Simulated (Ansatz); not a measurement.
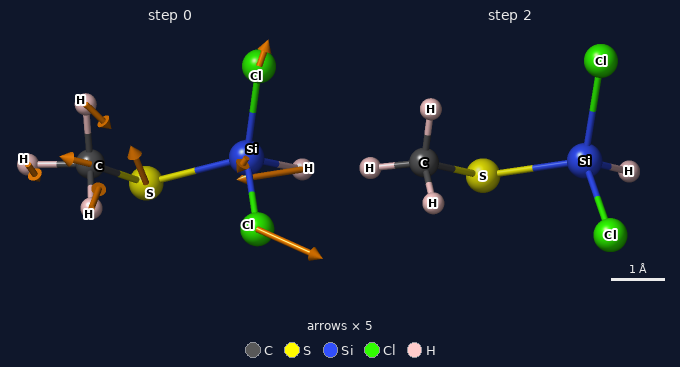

The structure of CH4Cl2SSi before (left) and after (right) a relaxation, at one scale. The orange arrows give the displacements, magnified 5 times.

The picture is a ball-and-stick view, seen from a free direction.

Computed with RKS r2SCAN0/aug-cc-pVTZ (Ansatz 0.2.0).

The input:
```yaml
crystal:
  periodic: [false, false, false]
  atoms:
    - {symbol: C, position_ang: [-0.996930, 0.106361, 1.031270]}
    - {symbol: S, position_ang: [0.362974, 1.296276, 0.587635]}
    - {symbol: Si, position_ang: [1.236595, -0.003659, -0.966996]}
    - {symbol: Cl, position_ang: [1.868806, -1.689780, -0.460292]}
    - {symbol: Cl, position_ang: [-0.033890, -0.015441, -2.311267]}
    - {symbol: H, position_ang: [-1.990844, -0.064987, 0.186733]}
    - {symbol: H, position_ang: [-0.812296, -1.056792, 1.496840]}
    - {symbol: H, position_ang: [-1.598465, 0.461448, 2.018530]}
    - {symbol: H, position_ang: [2.557855, 0.954449, -1.400746]}
basis:
  gaussian: {orbitals: aug-cc-pVTZ}
hamiltonian: {xc: {name: r2SCAN0}}
accuracy: high
relax: {f_tol: 0.0001, max_steps: 3}
output: {forces: true}
```

Launched with:
```bash
ansatz run in.yaml --threads 2 --pin off --events-out ev --progress --plain --max-ram 32768MiB --backend cuda --devices 0, --max-vram 18GiB
```

**Summarise the run.**

The relaxation stopped without meeting its thresholds, so the last structure isn't shown to be converged. The input was poor on purpose: steps. After 2 geometry steps the energy has fallen by 2.849 eV. Largest force component: 7.1 eV/Å at the start, 0.68 eV/Å at the end. Cl5 moves most after the best rigid fit: 0.30 Å. Largest moves by element: Cl 0.30 Å, H 0.27 Å, S 0.19 Å, C 0.14 Å, Si 0.08 Å. Among the contacts that change: Si3–H9 1.689 → 1.453 Å, C1–H6 1.315 → 1.102 Å, Si3–Cl5 1.850 → 2.044 Å, Si3–Cl4 1.871 → 2.044 Å. Among the angles between lasting bonds that change: H7–C1–H8 92.4° → 110.0°, S2–C1–H7 124.6° → 110.8°, S2–Si3–Cl5 104.1° → 113.8°. The run took about 90 s of wall time on a shared GPU.
